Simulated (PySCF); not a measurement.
# CH2InN (InH2(CN)): a first try and a second

Aim: energy and one-electron properties of CH2InN (InH2(CN)) at MP2/BFD-VTZ (core potential).

Program for the calculation: PySCF 2.14.0.

3 further runs of the same task are left out: 1 for a faulty analytic Hessian, 2 set aside as unsound or not needed.

## 1. The structure to begin with

CH2InN has 5 atoms, charge 0, and is taken as a singlet. As SMILES, `[H][In]([H])[C]#N`. Geometry: a GFN2-xTB relaxation, a rough one for these elements and not checked as a minimum.

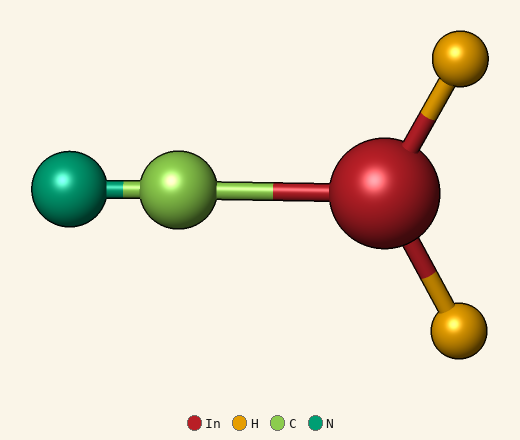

The structure, seen from a chosen angle (indium red, hydrogen amber, carbon green, nitrogen teal).

## 2. Try one

The input, job.py:

```python
from pyscf import gto, mp

mol = gto.Mole()
mol.atom = '''
In     0.388840     0.677450     0.001560
H      2.110710     0.593290     0.054450
H     -0.539050     2.131330    -0.025030
C     -0.695170    -1.203410    -0.018850
N     -1.265330    -2.198670    -0.012130
'''
mol.ecp = {'In': 'bfd', 'H': 'bfd', 'C': 'bfd', 'N': 'bfd'}
mol.verbose = 3
mol.basis = 'bfd-vtz'
mol.symmetry = True
mol.max_memory = 1860
mol.build()

hf = mol.RHF()
hf.kernel()

pt = mp.MP2(hf, frozen=6).run()
energy = pt.e_tot
print('E = %.10f Eh' % energy)
dip = hf.dip_moment()
pop, q = hf.mulliken_pop()
quad = hf.quad_moment()
dm_corr = pt.make_rdm1(ao_repr=True)
dip_corr = hf.dip_moment(mol, dm_corr)
```

Launch:

```bash
$ OMP_NUM_THREADS=1 python job.py
```

Output:

```text
converged SCF energy = -18.2134727571287
[... 3 lines left out ...]
Dipole moment(X, Y, Z, Debye):  2.23981,  3.91120, -0.00286
[... 122 lines left out ...]
Dipole moment(X, Y, Z, Debye):  2.23000,  3.89448, -0.00295
```

It took 5.1 s on 1 thread of AMD EPYC 9B45 (Zen 5), shared host; peak memory 0.28 GiB.

## 3. Reading the log

The program ended normally, but the settings are unsound, so its numbers aren't properties of the molecule.

What is wrong: too many or the wrong orbitals are frozen. To mend it: frozen core orbitals 0 in place of 6.

## 4. Try two

The input, calc.py:

```python
from pyscf import gto, mp

mol = gto.M(
    atom='''
In       0.388840       0.677450       0.001560
H        2.110710       0.593290       0.054450
H       -0.539050       2.131330      -0.025030
C       -0.695170      -1.203410      -0.018850
N       -1.265330      -2.198670      -0.012130
''',
    max_memory=1860,
    basis='bfd-vtz',
    ecp='bfd',
    symmetry=True,
    verbose=3,
    spin=0,
)

calc0 = mol.RHF()
calc0.kernel()

pt = mp.MP2(calc0).run()
e_tot = pt.e_tot
print('Final energy', e_tot)
calc0.analyze()
quad = calc0.quad_moment()
dm_corr = pt.make_rdm1(ao_repr=True)
dip_corr = calc0.dip_moment(mol, dm_corr)
```

Launch:

```bash
$ OMP_NUM_THREADS=1 python calc.py
```

Output:

```text
converged SCF energy = -18.2134727571287
[... 9 lines left out ...]
MO #6   energy= -0.462779943049972 occ= 2
[... 11 lines left out ...]
MO #18  energy= 0.263698530177746  occ= 0
[... 11 lines left out ...]
MO #30  energy= 0.728367239476975  occ= 0
[... 11 lines left out ...]
MO #42  energy= 0.931642736780725  occ= 0
[... 11 lines left out ...]
MO #54  energy= 1.51155506558774   occ= 0
[... 11 lines left out ...]
MO #66  energy= 2.74974205613209   occ= 0
[... 11 lines left out ...]
MO #78  energy= 3.31896946836114   occ= 0
[... 11 lines left out ...]
MO #90  energy= 3.86268970650851   occ= 0
[... 11 lines left out ...]
MO #102 energy= 5.4348985247387    occ= 0
[... 17 lines left out ...]
Dipole moment(X, Y, Z, Debye):  2.23981,  3.91120, -0.00286
[... 2 lines left out ...]
Dipole moment(X, Y, Z, Debye):  2.19785,  3.83780, -0.00228
```

It took 5.1 s on 1 thread of AMD EPYC 9B45 (Zen 5), shared host; peak memory 0.31 GiB.

Atomic charges (e):

```
atom  Mulliken
 In1    +0.462
  H2    -0.052
  H3    -0.052
  C4    -0.254
  N5    -0.104
```

## 5. What came out

Level: MP2/BFD-VTZ (core potential).

| quantity | value |
| --- | --- |
| total energy | -18.62580 Eh |
| dipole moment (correlated density) | 4.42 D |
| HOMO energy (Hartree–Fock orbitals) | -11.92 eV |
| LUMO energy (Hartree–Fock orbitals) | -0.14 eV |
| HOMO–LUMO gap (Hartree–Fock orbitals) | 11.78 eV |
| correlation energy | -412.3 mEh |

The first attempt's energy was +10.883 eV off this one. Mulliken charges of the mean-field density run from -0.25 on C4 to +0.46 on In1.
